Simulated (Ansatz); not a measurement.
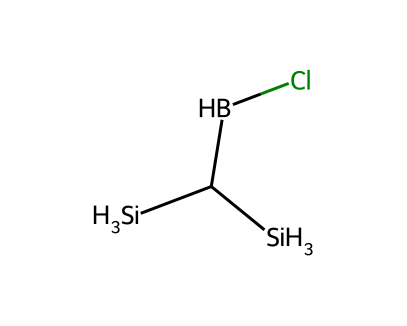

Structural formula above. The computed structure is the end point of a PBE-D4/def2-SVP optimisation. No frequency run is at hand to confirm it as a minimum.

Describe the 3D structure.

The molecule is CH₈BClSi₂. Its SMILES string is `[SiH3]C([SiH3])BCl`. It has no ring. Among its groups: Si–H bond, B–H bond. The point group is Cs. Coordination: 2 Si tetrahedral; 1 C tetrahedral; 1 B trigonal planar.

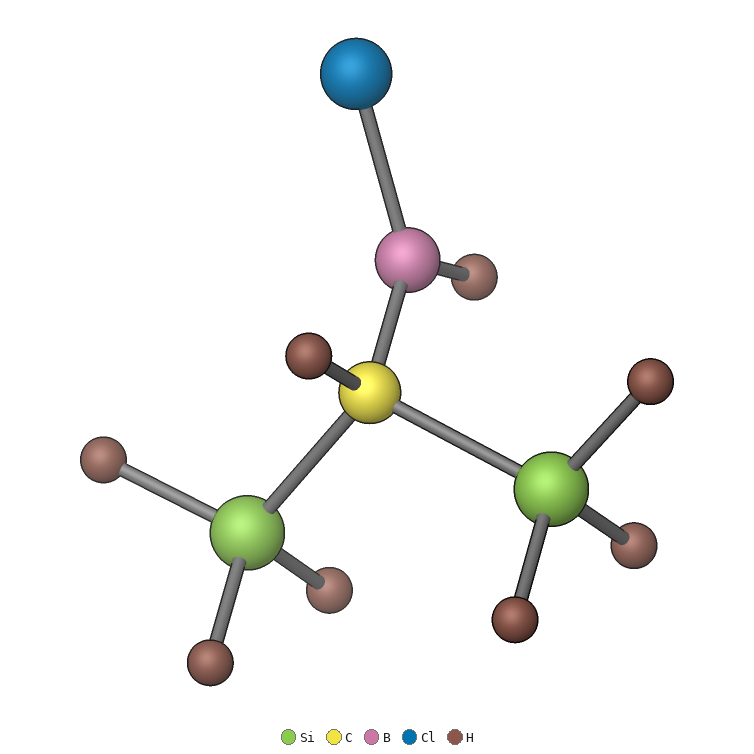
